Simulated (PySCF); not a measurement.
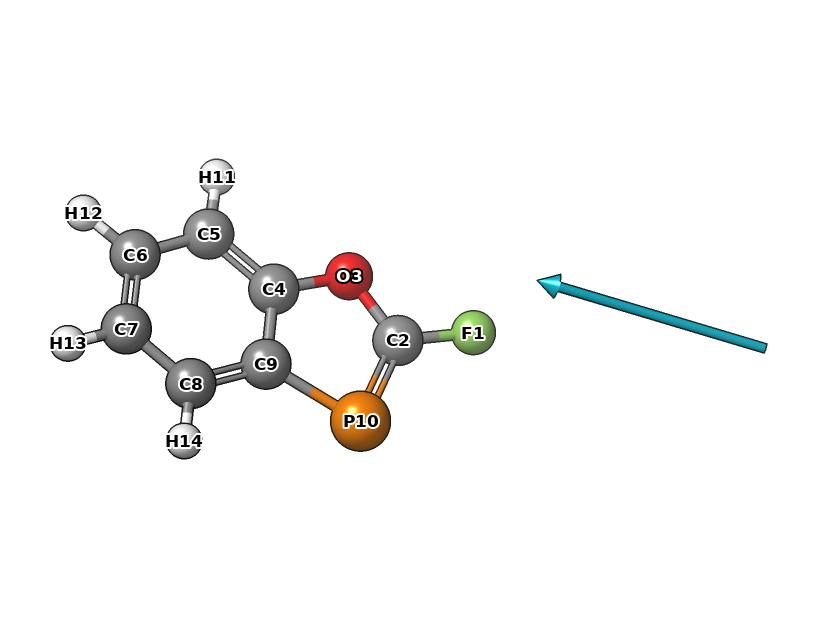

The arrow beside the molecule shows the direction of the dipole moment, from the negative to the positive end (its length means nothing). The geometry was computed by an optimisation with GFN2-xTB. No frequency run is at hand to confirm it as a minimum. Level of theory: PBE0/def2-SVPD, gas phase (PySCF 2.14.0).

Q: How large is the dipole moment?

A: 2.24 D; it points from the side of F1 to the side of H12, H13 (the outermost atoms at the two ends).

The geometry is semi-empirical. Around P such bond lengths and angles can be off by a tenth of an ångström or more and by several degrees, and values that hang on the shape move with them.
